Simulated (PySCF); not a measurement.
**BCl (SMILES [B]Cl) at CCSDTQ/STO-6G**

What is the energy change on altering one bond length of BCl at CCSDTQ/STO-6G? Input form: a Python script.

The calculation is run with PySCF 2.14.0.

12 further runs of the same task are left out: 2 that didn't finish, 10 set aside as unsound or not needed.

### 1 Starting point

BCl: 2 atoms, total charge 0, spin state singlet. As SMILES, `[B]Cl`. The coordinates come from a GFN2-xTB relaxation.

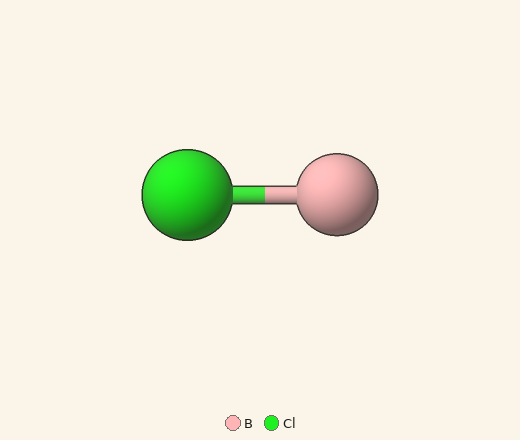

The structure, seen from a chosen angle (boron pink, chlorine green).

### 2 A single-point energy at CCSDTQ/STO-6G

File input.py:

```python
from pyscf import gto, scf, cc

mol = gto.M(
    atom='''
B      0.000000     0.000000     0.000000
Cl     0.000000     0.000000     1.578530
''',
    verbose=4,
    basis='sto-6g',
    max_memory=1860,
)

myscf = scf.RHF(mol)
myscf.conv_tol = 1e-10
myscf.kernel()
if not myscf.converged:
    myscf = myscf.newton().run(myscf.mo_coeff, myscf.mo_occ)

mycc = cc.CCSDTQ(myscf, frozen=6)
mycc.kernel()
etot = mycc.e_tot
print('Final energy', etot)
```

On the command line:

```
$ OMP_NUM_THREADS=1 python input.py
```

What it wrote:

```text
PySCF version 2.14.0

[INPUT] num. atoms = 2
[INPUT] num. electrons = 22
[INPUT] charge = 0
[INPUT] spin (= nelec alpha-beta = 2S) = 0
[INPUT] symmetry False subgroup None
[INPUT] Mole.unit = angstrom
[INPUT] Symbol           X                Y                Z      unit          X                Y                Z       unit  Magmom
[INPUT]  1 B      0.000000000000   0.000000000000   0.000000000000 AA    0.000000000000   0.000000000000   0.000000000000 Bohr   0.0
[INPUT]  2 Cl     0.000000000000   0.000000000000   1.578530000000 AA    0.000000000000   0.000000000000   2.982989379410 Bohr   0.0

nuclear repulsion = 28.4949053411719
number of shells = 8
number of NR pGTOs = 84
number of NR cGTOs = 14
basis = sto-6g
ecp = {}

[... 35 lines left out ...]
converged SCF energy = -482.477615550622
[... 16 lines left out ...]
WARN: A large `blksize` is being used, which may cause large memory consumption
[... 13 lines left out ...]
Init t2, MP2 energy = -482.517154704027  E_corr(MP2) -0.039539153405
[... 14 lines left out ...]
RCCSDTQ converged
[... 3 lines left out ...]
Final energy -482.5415177914111
```

Wall time 1.9 s (1 thread of Arm Neoverse V1, shared host); peak memory 0.1 GiB.

### 3 The distorted shape, same level

File input.py:

```python
from pyscf import gto, cc

mol = gto.M(
    atom='''
B      0.000000     0.000000    -2.386478
Cl     0.000000     0.000000     2.982989
''',
    verbose=3,
    basis='sto-6g',
    unit='bohr',
    charge=0,
    max_memory=1860,
)

hf = mol.RHF()
hf.conv_tol = 1e-10
hf.kernel()
if not hf.converged:
    hf = hf.newton().run(hf.mo_coeff, hf.mo_occ)

mycc = cc.CCSDTQ(hf, frozen=6)
mycc.kernel()
e_tot = mycc.e_tot
print('E = %.10f Eh' % e_tot)
```

On the command line:

```
$ OMP_NUM_THREADS=1 python input.py
```

What it wrote:

```text
converged SCF energy = -482.35061169671
_make_eris_incore_RCCSDTQ

WARN: A large `blksize` is being used, which may cause large memory consumption
      for storing contraction intermediates. If memory is sufficient, consider using
      `pyscf.cc.rccsdtq_highm.RCCSDTQ` instead.

RCCSDTQ converged
E(RCCSDTQ) = -482.4394572606835   E_corr = -0.08884556397343615
E_corr(same-spin) = -0.00308371474406382
E_corr(oppo-spin) = -0.0857618492293723
E = -482.4394572607 Eh
```

Wall time 4.5 s (1 thread of Arm Neoverse V1, shared host); peak memory 0.12 GiB.

### 4 Results

Level: CCSDTQ/STO-6G, 6 core orbitals frozen.

| quantity | value |
| --- | --- |
| first shape: total energy | -482.54152 Eh |
| first shape: dipole moment (Hartree–Fock density) | 0.53 D |
| first shape: HOMO energy (Hartree–Fock orbitals) | -7.74 eV |
| first shape: LUMO energy (Hartree–Fock orbitals) | 6.97 eV |
| first shape: HOMO–LUMO gap (Hartree–Fock orbitals) | 14.72 eV |
| first shape: correlation energy (6 core orbitals frozen) | -63.9 mEh |
| first shape: T1 diagnostic | 0.013 |
| distorted shape: total energy | -482.43946 Eh |
| distorted shape: dipole moment (Hartree–Fock density) | 7.37 D |
| distorted shape: HOMO energy (Hartree–Fock orbitals) | -6.68 eV |
| distorted shape: LUMO energy (Hartree–Fock orbitals) | 2.83 eV |
| distorted shape: HOMO–LUMO gap (Hartree–Fock orbitals) | 9.50 eV |
| distorted shape: correlation energy (6 core orbitals frozen) | -88.8 mEh |
| distorted shape: T1 diagnostic | 0.056 |
| energy change with the B1–Cl2 bond stretched from 1.579 to 2.841 Å | 2.777 eV |

**Reading.** With the B1–Cl2 bond stretched from 1.579 to 2.841 Å the energy rises by 2.78 eV (64 kcal/mol). The first shape isn't relaxed at this level, so the change isn't measured from a minimum. The minimal basis adds a large error of its own.
